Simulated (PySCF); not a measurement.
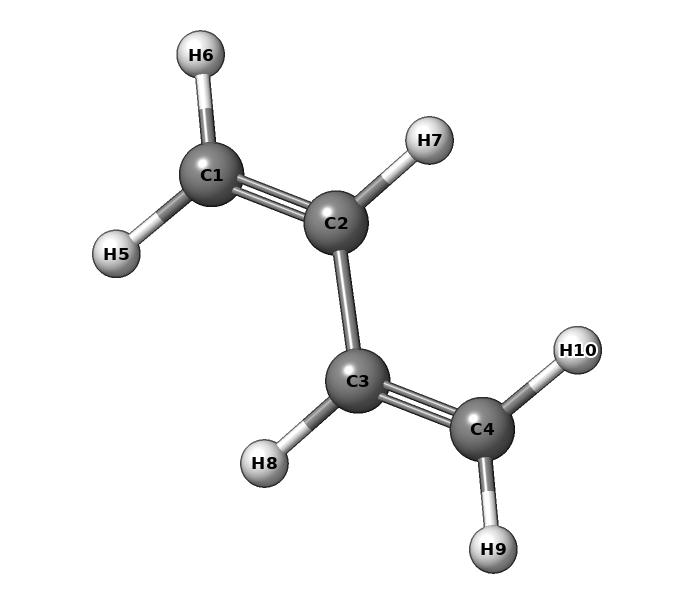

The geometry was computed by an optimisation with PBE0-D3(BJ)/def2-SVP. No frequency run is at hand to confirm it as a minimum. Method: TDDFT CAM-B3LYP/def2-SVPD, vertical, gas phase, core orbitals frozen in the response (PySCF 2.14.0), and the same with a continuum solvent (IEF-PCM, Bondi radii x 1.2, gas-phase geometry).

How do dipole (D), HOMO–LUMO gap (eV), lowest singlet (eV) change in chloroform (ε = 4.7), dichloromethane (ε = 8.9)?

| medium | dipole (D) | HOMO–LUMO gap (eV) | lowest singlet (eV) |
| --- | --- | --- | --- |
| gas phase | 0.00 | 8.25 | 5.93 |
| chloroform | 0.00 | 8.26 | 5.66 |
| dichloromethane | 0.00 | 8.26 | 5.67 |
